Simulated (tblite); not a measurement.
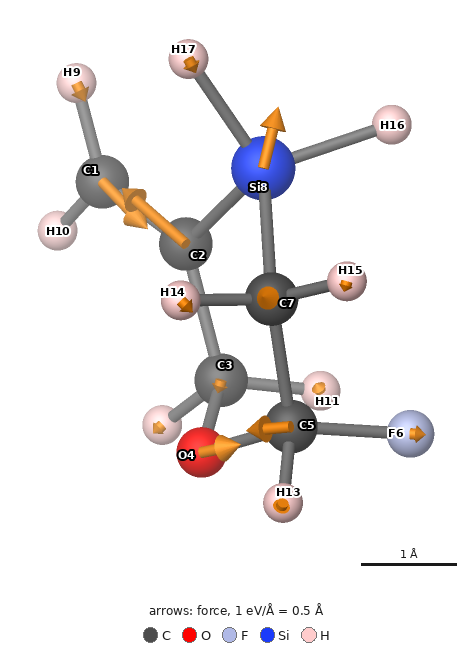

Starting geometry of C$_{5}$H$_{9}$FOSi with the computed forces as orange arrows. The picture is a ball-and-stick view, seen from a free direction.

Level of theory: GFN2-xTB geometry optimisation, gas phase in tblite 0.8.0. 

**Is this structure relaxed? If not, where do the atoms go?**

It isn't relaxed: the largest force vector, on a C atom, is 2.23 eV/Å. The final displacements have little in common with the starting forces (cosine between the two patterns 0.27). Over 55 geometry steps the energy falls by 3.77 kcal/mol. The largest move after the best rigid fit is that of the F atom, 0.13 Å. Largest moves by element: F 0.13 Å, H 0.12 Å, O 0.09 Å, Si 0.06 Å, C 0.05 Å. Some distances before and after: C–O 1.423 → 1.375 Å, C–Si 1.868 → 1.905 Å, C–C 1.360 → 1.325 Å, C–Si 1.854 → 1.886 Å. Bond angles that change, for instance: Si–C–H 107.4° → 111.2°, H–Si–H 109.5° → 112.3°, C–O–C 114.2° → 117.0°.
